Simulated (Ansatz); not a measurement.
# Calculations on BH3Cl

### Relaxation

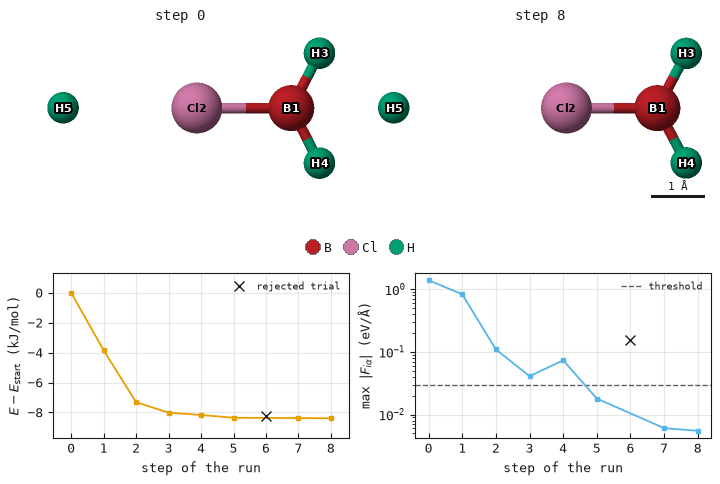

First and last geometry of a relaxation of BH3Cl (multiplicity 2), with the history of the run. A ball-and-stick model, seen face on.

The run prepares an end point of a later path (reaction) calculation, from a guessed geometry.

Theory: UKS B3LYP-D4/def2-mTZVP (Ansatz 0.2.0).

Input
```yaml
crystal:
  periodic: [false, false, false]
  atoms:
    - { symbol: B, position_ang: [0.0, -1.0e-06, -0.08605] }
    - { symbol: Cl, position_ang: [0.0, 1.0e-05, 1.733342] }
    - { symbol: H, position_ang: [1.048128, -2.0e-06, -0.628317] }
    - { symbol: H, position_ang: [-1.048128, -2.0e-06, -0.628317] }
    - { symbol: H, position_ang: [0.0, -5.0e-06, 4.309342] }
magnetization:
  spin_polarized: true
  initial_magnetization: 1
basis:
  gaussian: { orbitals: def2-mTZVP }
hamiltonian:
  xc: b3lyp
  dispersion: d4
relax:
  f_tol: 0.03
  max_steps: 50
```

Run as
```bash
ansatz run input.yaml --threads 1 --pin off --max-ram 2048MiB --backend cpu --events-out ev --progress --plain --runs-dir out
```

**Did the run converge, and what did it change?**

It converged. After 7 accepted moves (8 points after the start) the energy has fallen by 8.39 kJ/mol. Largest force component: 1.4 eV/Å at the start, 0.0055 eV/Å at the end. The line search rejected the trial step at point 6 of the run. The forces were under the threshold at step 5, but the run went on from there. The atom that moves furthest after the best rigid fit is H5 (0.56 Å). By element the largest moves are H 0.56 Å, Cl 0.19 Å, B 0.12 Å. Some distances before and after: B1–Cl2 1.819 → 1.752 Å.

Limits of the set-up: the start holds two separate molecules, 2.6 Å apart at their closest, whose relative position is a soft coordinate.

### Relaxation

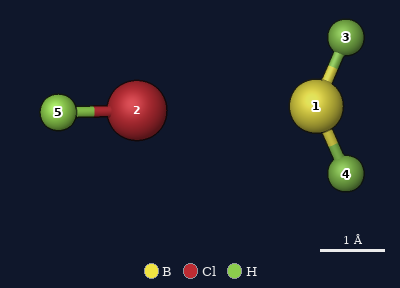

This is the input geometry for a relaxation of BH3Cl (multiplicity 2). The picture is a ball-and-stick view, seen at a tilt.

The run prepares an end point of a later path (reaction) calculation, from a guessed geometry.

The calculation used Ansatz, UKS B3LYP-D4/def2-mTZVP.

Input file:
```yaml
crystal:
  periodic: [false, false, false]
  atoms:
    - { symbol: B, position_ang: [0.0, 0.0, -0.352694] }
    - { symbol: Cl, position_ang: [0.0, 0.0, 2.712078] }
    - { symbol: H, position_ang: [1.072283, 0.0, -0.856572] }
    - { symbol: H, position_ang: [-1.072283, 0.0, -0.856572] }
    - { symbol: H, position_ang: [0.0, 0.0, 4.05376] }
magnetization:
  spin_polarized: true
  initial_magnetization: 1
basis:
  gaussian: { orbitals: def2-mTZVP }
hamiltonian:
  xc: b3lyp
  dispersion: d4
relax:
  f_tol: 0.03
  max_steps: 50
output:
  orbitals: {}
```

Command:
```bash
ansatz run input.yaml --threads 1 --pin off --max-ram 2048MiB --backend cpu --events-out ev --progress --plain --runs-dir out
```

Predict the outcome.

Answer. After 3 geometry steps the energy has fallen by 0.049 eV. The largest force component goes from 0.99 to 0.029 eV/Å. Cl2 moves most after the best rigid fit: 0.30 Å. By element the largest moves are Cl 0.30 Å, H 0.26 Å, B 0.19 Å. Among the contacts that change: Cl2–H5 1.342 → 1.300 Å. The run took 7.6 s on 1 thread of Arm Neoverse V2, with other jobs on the host, peak memory 0.11 GiB.

History of the run:

```csv
step,"E − E(0), eV","largest force component, eV/Å"
0,0.0000,0.9914
1,-0.0399,0.5373
2,-0.0473,0.2752
3,-0.0487,0.0287
```

Final geometry:

```xyz
5

B     0.0000    0.0000   -0.5384
Cl    0.0000    0.0000    3.0136
H     1.0709    0.0000   -1.0443
H    -1.0709    0.0000   -1.0443
H     0.0000    0.0000    4.3134
```

The end point in the same view:

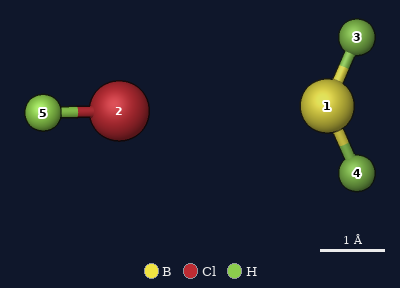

Limits of the set-up: the start holds two separate molecules, 3.1 Å apart at their closest, whose relative position is a soft coordinate.

### Path

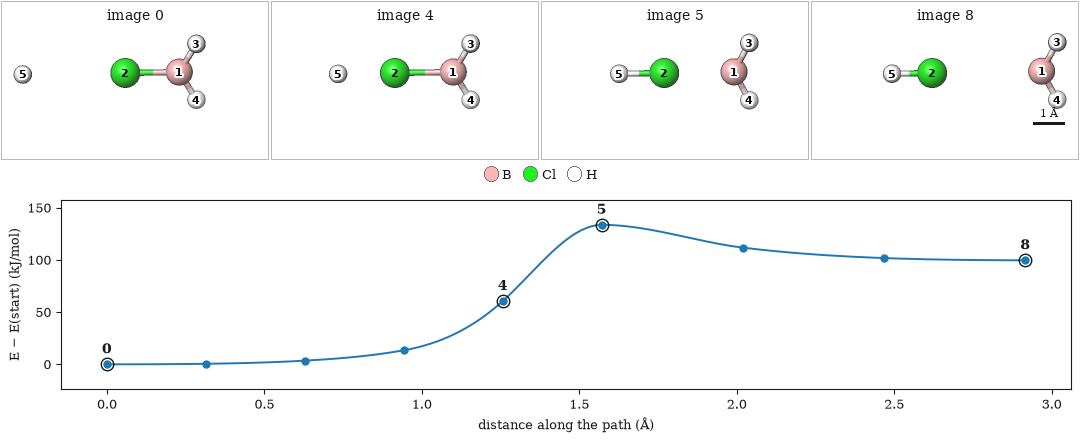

A nudged-elastic-band calculation for BH3Cl (multiplicity 2), made up at the start of BH2Cl and H. Images are numbered from 0 (start) to 8 (end). The picture is a ball-and-stick view, seen at a tilt.

Level of theory: UKS B3LYP-D4/def2-mTZVP (Ansatz).

Input
```yaml
crystal:
  periodic: [false, false, false]
  atoms:
    - { symbol: B, position_ang: [0.0, -0.000138, -0.203492] }
    - { symbol: Cl, position_ang: [0.0, -0.004653, 1.548285] }
    - { symbol: H, position_ang: [1.043988, 0.001409, -0.759488] }
    - { symbol: H, position_ang: [-1.043988, 0.001409, -0.759488] }
    - { symbol: H, position_ang: [0.0, 0.001972, 4.874183] }
magnetization:
  spin_polarized: true
  initial_magnetization: 1
basis:
  gaussian: { orbitals: def2-mTZVP }
hamiltonian:
  xc: b3lyp
  dispersion: d4
neb:
  order_check: false
  images: 7
  f_tol: 0.05
  max_iterations: 60
  final_atoms:
    - { symbol: B, position_ang: [0.0, 0.00053944, -0.5384179] }
    - { symbol: Cl, position_ang: [0.0, -0.00075707, 3.01355086] }
    - { symbol: H, position_ang: [1.070887, 0.00072408, -1.04425887] }
    - { symbol: H, position_ang: [-1.070887, 0.00072408, -1.04425887] }
    - { symbol: H, position_ang: [0.0, -0.00123153, 4.31338478] }
  initial_path:
    images:
      - { positions_ang: [[0.0, -0.000138, -0.203492], [0.0, -0.004653, 1.548285], [1.043988, 0.001409, -0.759488], [-1.043988, 0.001409, -0.759488], [0.0, 0.001972, 4.874183]] }
      - { positions_ang: [[0.0, -5.133e-05, -0.15261899], [0.0, -0.0035548, 1.68871374], [1.040616, 0.00114198, -0.71836599], [-1.040616, 0.00114198, -0.71836599], [0.0, 0.00132117, 4.60063723]] }
      - { positions_ang: [[0.0, 3.535e-05, -0.10174599], [0.0, -0.0024566, 1.82914249], [1.037244, 0.00087496, -0.67724398], [-1.037244, 0.00087496, -0.67724398], [0.0, 0.00067034, 4.32709146]] }
      - { positions_ang: [[0.0, 0.00012202, -0.05087298], [0.0, -0.0013584, 1.96957123], [1.033872, 0.00060794, -0.63612197], [-1.033872, 0.00060794, -0.63612197], [0.0, 1.951e-05, 4.0535457]] }
      - { positions_ang: [[0.0, 0.00020869, 2.0e-08], [0.0, -0.00026021, 2.10999997], [1.0305, 0.00034092, -0.59499996], [-1.0305, 0.00034092, -0.59499996], [0.0, -0.00063132, 3.77999993]] }
      - { positions_ang: [[0.0, 0.00029138, -0.13460446], [0.0, -0.00038442, 2.33588769], [1.04059675, 0.00043671, -0.70731469], [-1.04059675, 0.00043671, -0.70731469], [0.0, -0.00078138, 3.91334614]] }
      - { positions_ang: [[0.0, 0.00037407, -0.26920894], [0.0, -0.00050864, 2.56177542], [1.0506935, 0.0005325, -0.81962941], [-1.0506935, 0.0005325, -0.81962941], [0.0, -0.00093143, 4.04669235]] }
      - { positions_ang: [[0.0, 0.00045675, -0.40381342], [0.0, -0.00063285, 2.78766314], [1.06079025, 0.00062829, -0.93194414], [-1.06079025, 0.00062829, -0.93194414], [0.0, -0.00108148, 4.18003856]] }
      - { positions_ang: [[0.0, 0.00053944, -0.5384179], [0.0, -0.00075707, 3.01355086], [1.070887, 0.00072408, -1.04425887], [-1.070887, 0.00072408, -1.04425887], [0.0, -0.00123153, 4.31338478]] }
```

Launched with:
```bash
ansatz run input.yaml --threads 1 --pin off --max-ram 2048MiB --backend cpu --events-out ev --progress --plain --runs-dir out
```

Question: Describe the mechanism and the energy profile.

Answer: Forward barrier 133.7 kJ/mol, backward barrier 34.0 kJ/mol, with image 5 at the top; the reaction energy is +99.7 kJ/mol. Breaking: B1–Cl2 (1.75 → 2.26 at the top → 3.55 Å). Forming: Cl2–H5 (3.33 → 1.46 at the top → 1.30 Å). The band converged in 9 iterations. The largest component of the band force went from 3 to 0.024 eV/Å. The climbing image converged on the top of the path. Its vibrational analysis gives 2 imaginary modes over 30i cm⁻¹, so it isn't confirmed as a transition state.

Limits of the set-up: the start holds two separate molecules, 3.3 Å apart at their closest, whose relative position is a soft coordinate.

The run took 110 s on 1 thread of Arm Neoverse V2, on a shared host, peak memory 0.11 GiB.
